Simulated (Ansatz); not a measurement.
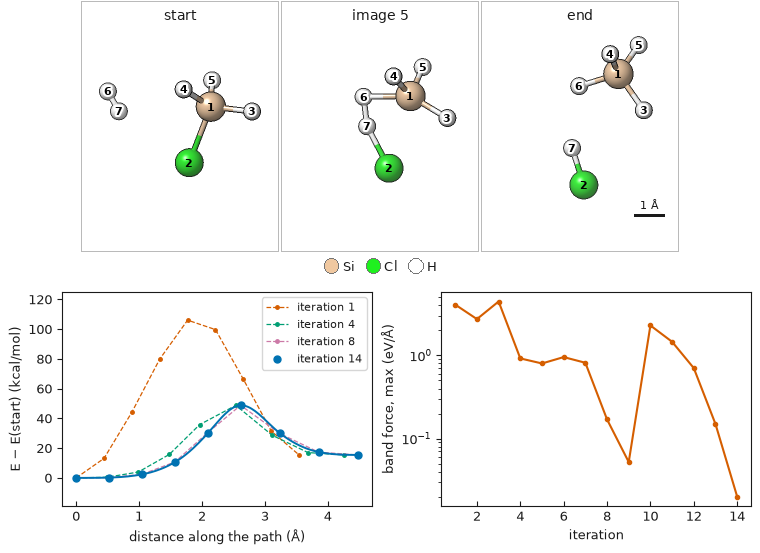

A nudged-elastic-band calculation for SiH5Cl, made up at the start of SiH₃Cl and H2. Images are numbered from 0 (start) to 8 (end). The plot follows the band through its iterations. The picture is a ball-and-stick view, seen at a tilt.

All numbers below come from Ansatz 0.2.0, RKS revPBE-D4/def2-SVP.

Input file:
```yaml
crystal:
  periodic: [false, false, false]
  atoms:
    - { symbol: Si, position_ang: [0.485416, 0.0, -0.048377] }
    - { symbol: Cl, position_ang: [0.517858, 0.0, 2.041862] }
    - { symbol: H, position_ang: [1.898236, 0.0, -0.553756] }
    - { symbol: H, position_ang: [-0.228021, 1.232648, -0.519907] }
    - { symbol: H, position_ang: [-0.228021, -1.232648, -0.519907] }
    - { symbol: H, position_ang: [-3.087048, 0.0, 1.118662] }
    - { symbol: H, position_ang: [-2.46512, 0.0, 1.564124] }
basis:
  gaussian: { orbitals: def2-SVP }
hamiltonian:
  xc: revpbe
  dispersion: d4
neb:
  order_check: false
  images: 7
  f_tol: 0.05
  max_iterations: 60
  initial_path: linear
  final_atoms:
    - { symbol: Si, position_ang: [-0.31442992, 0.0, -0.56463444] }
    - { symbol: Cl, position_ang: [-0.34873966, 0.0, 3.45969776] }
    - { symbol: H, position_ang: [0.92588278, 0.0, 0.27938097] }
    - { symbol: H, position_ang: [-0.35747442, 1.23121, -1.42504902] }
    - { symbol: H, position_ang: [-0.35747442, -1.23121, -1.42504902] }
    - { symbol: H, position_ang: [-1.52486387, 0.0, 0.33541363] }
    - { symbol: H, position_ang: [-1.1296005, 0.0, 2.42294113] }
```

Launched with:
```bash
ansatz run input.yaml --threads 1 --pin off --max-ram 2048MiB --backend cpu --events-out ev --progress --plain --runs-dir out
```

Did the band converge, and can the barrier be trusted?

The run is converged, with reservations. The band converged in 14 iterations. The largest component of the band force went from 4.1 to 0.02 eV/Å. The climbing image converged on the top of the path. Its curvatures weren't checked. The straight starting path can push atoms close together and costs iterations. The first iteration put the highest image at 106.1 kcal/mol. The energy climbs by 48.8 kcal/mol to image 5 and then falls by 33.4 kcal/mol, so the end point sits at +15.5 kcal/mol.

Limits of the set-up: the start holds two separate molecules, 3.0 Å apart at their closest, whose relative position is a soft coordinate.
